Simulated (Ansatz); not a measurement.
# The cluster Al2N+: structure and electronic state

What does the cluster Al2N+ look like as a singlet, and where do its frontier electrons sit?

The runs use Ansatz 0.2.0, Gaussian basis; RKS PBE0-D4/def2-TZVP.

Levels to be run: relaxation at PBE0-D4/def2-TZVP; a single point at PBE0-D4/def2-TZVP.

1 further run of the same task is left out (set aside as unsound or not needed).

## Step 1: The starting structure

3 atoms, charge 1, spin multiplicity 1.

Atoms are counted from 1 here; the program's logs count them from 0.

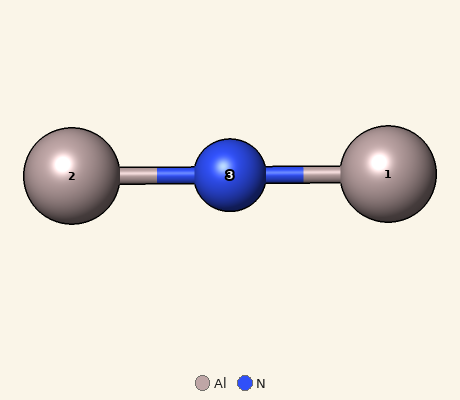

As it starts; aluminium light grey, nitrogen blue; atoms are numbered from 1 in the order of the file.

Geometry (Å):

```xyz
3

Al    1.14649    0.64851    1.12294
Al   -1.14760   -0.64846   -1.12197
N     0.00111   -0.00004   -0.00098
```

The ion is computed in the gas phase, without counter-ions or solvent.

The start is a GFN2-xTB geometry.

## Step 2: Optimising with PBE0-D4/def2-TZVP

Input file in.yaml:

```yaml
crystal:
  periodic: [false, false, false]
  atoms:
    - {symbol: Al, position_ang: [1.146490, 0.648510, 1.122940]}
    - {symbol: Al, position_ang: [-1.147600, -0.648460, -1.121970]}
    - {symbol: N, position_ang: [0.001110, -0.000040, -0.000980]}
basis:
  gaussian: {orbitals: def2-TZVP}
total_charge: 1
hamiltonian: {xc: pbe0, dispersion: d4}
scf: {omitted_lower_state_checks: [starts]}
output: {orbitals: {seedname: orbitals}}
relax: {f_tol: 0.02, max_steps: 100}
```

Command:

```sh
$ ansatz run in.yaml --threads 4 --pin off --events-out ev --progress --plain --max-ram 3916MiB
```

What it wrote:

```text
Functional definition: PBE0
  name "PBE0"
  cite "Adamo & Barone, J. Chem. Phys. 110, 6158 (1999) doi:10.1063/1.478522"
  cite "Perdew, Burke & Ernzerhof, Phys. Rev. Lett. 77, 3865 (1996) doi:10.1103/PhysRevLett.77.3865"
  parent pbe
  parameter a = 0.25
  parameter kappa = 0.804
  parameter beta = 0.06672455060314922
  exchange = (1 - a)*pbe_x(kappa = kappa, mu = beta*pi^2/3) + a*exact_x
  correlation = pbe_c(beta = beta)
these checks for a lower state are left out or cut short: starts
713 factors; their error is unknown
mean field evaluation 1: about -14633.1760 eV, gradient 1.3e2 eV
mean field evaluation 2: about -14488.8965 eV, gradient 1.7e2 eV
mean field evaluation 4: about -14666.4121 eV, gradient 2.3e1 eV
mean field evaluation 8: about -14667.6103 eV, gradient 2.8e-1 eV
mean field evaluation 16: about -14667.6393 eV, gradient 7.2e-5 eV
mean field -14667.63932491 eV, -539.0258031074 hartree, gradient 7.2e-5 eV, S^2 0.000000; 0 other end points of the search recorded, 0 dependent functions left out
the calculation of the forces begins
reference -14667.63935057 eV, -539.0258040505 hartree; 16, 16 occupied and 89, 89 virtual orbitals, 713 factors
relax step   1: F+E_penalty+E_count = -14667.72891397 eV  Δ(F+E_penalty+E_count) = +0.000e0 eV  max|allowed force component| = 5.456e-1 eV/Å  Δτ_max = 0.0000 Å  (27 SCF iters, accepted)
these checks for a lower state are left out or cut short: starts, cluster_reference, orbital_swaps, neighbouring_geometries, increment
713 factors; their error is unknown
mean field -14667.65748841 eV, -539.0264706039 hartree, gradient 1.6e-5 eV, S^2 0.000000; 0 other end points of the search recorded, 0 dependent functions left out
the calculation of the forces begins
reference -14667.65751398 eV, -539.0264715434 hartree; 16, 16 occupied and 89, 89 virtual orbitals, 713 factors
relax step   2: F+E_penalty+E_count = -14667.74736310 eV  Δ(F+E_penalty+E_count) = -1.845e-2 eV  max|allowed force component| = 2.880e-1 eV/Å  Δτ_max = 0.0147 Å  (30 SCF iters, accepted)
these checks for a lower state are left out or cut short: starts, cluster_reference, orbital_swaps, neighbouring_geometries, increment
713 factors; their error is unknown
mean field evaluation 32: about -14667.6638 eV, gradient 1.6e-5 eV
mean field -14667.66377065 eV, -539.0267014719 hartree, gradient 1.6e-5 eV, S^2 0.000000; 0 other end points of the search recorded, 0 dependent functions left out
the calculation of the forces begins
reference -14667.66379611 eV, -539.0267024073 hartree; 16, 16 occupied and 89, 89 virtual orbitals, 713 factors
relax step   3: F+E_penalty+E_count = -14667.75393088 eV  Δ(F+E_penalty+E_count) = -6.568e-3 eV  max|allowed force component| = 1.804e-2 eV/Å  Δτ_max = 0.0160 Å  (30 SCF iters, accepted)
these checks for a lower state are left out or cut short: starts
713 factors; their error is unknown
mean field -14667.66377065 eV, -539.0267014719 hartree, gradient 1.8e-5 eV, S^2 0.000000; 0 other end points of the search recorded, 0 dependent functions left out
the calculation of the forces begins
reference -14667.66379611 eV, -539.0267024073 hartree; 16, 16 occupied and 89, 89 virtual orbitals, 713 factors
Total energy: -14667.75395633 eV, -539.0300157345 hartree
Atom 0 at     1.126345     0.637038     1.102972 Å, force     0.018036     0.009898     0.016729 eV/Å
Atom 1 at    -1.127136    -0.636973    -1.102199 Å, force    -0.017248    -0.010050    -0.017798 eV/Å
Atom 2 at     0.000791    -0.000055    -0.000783 Å, force    -0.000789     0.000153     0.001068 eV/Å
Dipole moment:    -0.001204     0.000085     0.001175 e Å
Checks for a lower state left out: starts
```

It took 4.5 s on 4 threads of Intel Xeon at 2.50GHz, shared host.

Along the way:

```csv
step,energy from step 1 (eV),largest force component (eV/Å)
1,0.0000,0.5456
2,-0.0184,0.2880
3,-0.0250,0.0180
```

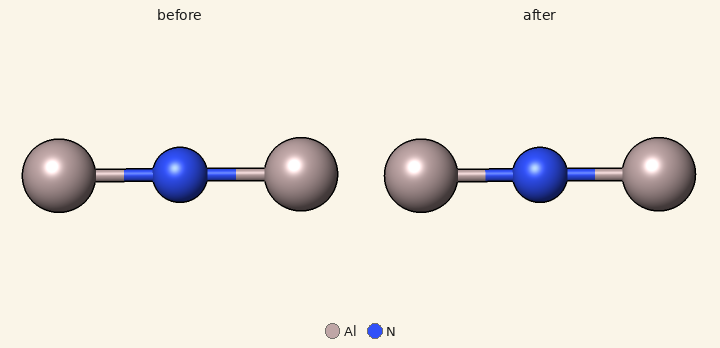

The geometry before (left) and after (right).

Close pairs (by a distance rule), those that changed most:

```csv
bond,before (Å),after (Å),change (Å)
Al2–N3,1.731,1.700,-0.031
Al1–N3,1.731,1.700,-0.031
```

Bonds by kind at the end (by distance):

```csv
bond,count,shortest (Å),longest (Å)
Al–N,2,1.700,1.700
```

## Step 3: Single point, PBE0-D4/def2-TZVP

start.molden holds the orbitals of an earlier run on this state, given as this run's starting guess.

Input file in.yaml:

```yaml
crystal:
  periodic: [false, false, false]
  atoms:
    - {symbol: Al, position_ang: [1.126345, 0.637038, 1.102972]}
    - {symbol: Al, position_ang: [-1.127136, -0.636973, -1.102199]}
    - {symbol: N, position_ang: [0.000791, -0.000055, -0.000783]}
basis:
  gaussian: {orbitals: def2-TZVP, initial_orbitals: start.molden}
total_charge: 1
hamiltonian: {xc: pbe0, dispersion: d4}
output: {orbitals: {seedname: orbitals}}
```

Launched as before.

What it wrote:

```text
Functional definition: PBE0
  name "PBE0"
  cite "Adamo & Barone, J. Chem. Phys. 110, 6158 (1999) doi:10.1063/1.478522"
  cite "Perdew, Burke & Ernzerhof, Phys. Rev. Lett. 77, 3865 (1996) doi:10.1103/PhysRevLett.77.3865"
  parent pbe
  parameter a = 0.25
  parameter kappa = 0.804
  parameter beta = 0.06672455060314922
  exchange = (1 - a)*pbe_x(kappa = kappa, mu = beta*pi^2/3) + a*exact_x
  correlation = pbe_c(beta = beta)
713 factors; their error is unknown
mean field evaluation 1: about -14667.6346 eV, gradient 8.4e-2 eV
mean field evaluation 2: about -14667.6638 eV, gradient 6.8e-2 eV
mean field evaluation 4: about -14667.6638 eV, gradient 1.8e-5 eV
mean field evaluation 8: about -14666.5135 eV, gradient 2.3e1 eV
mean field evaluation 16: about -14667.6638 eV, gradient 1.6e-3 eV
mean field -14667.66377066 eV, -539.0267014722 hartree, gradient 1.8e-5 eV, S^2 0.000000; 1 other end points of the search recorded, 0 dependent functions left out
reference -14667.66379611 eV, -539.0267024076 hartree; 16, 16 occupied and 89, 89 virtual orbitals, 713 factors
Total energy: -14667.75395634 eV, -539.0300157347 hartree
```

It took 1.3 s on 4 threads of Intel Xeon at 2.50GHz, shared host.

Report: HOMO -12.02 eV, LUMO -9.90 eV.

Mulliken charges, from this run's orbitals:

```csv
atom,value (e)
Al1,0.60
Al2,0.60
N3,-0.20
```

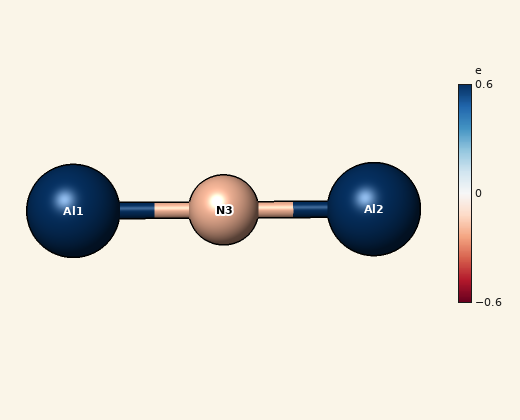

Mulliken charges, from this run's orbitals, as colours on the atoms.

Largest Mayer bond orders: Al1–N3 1.50; Al2–N3 1.50; Al1–Al2 0.75.

## Step 4: Results

| quantity | value |
| --- | --- |
| point group | D∞h |
| commonest bond | Al–N, 2 of mean length 1.700 Å |
| HOMO, LUMO at PBE0-D4/def2-TZVP | -12.02, -9.90 eV |

What this shows: The molecule keeps its bonding pattern by the stored test; the atoms moved 0.03 Å (rms). No usable vibrations, so a minimum isn't proven. Whether this spin is the lowest isn't tested here.
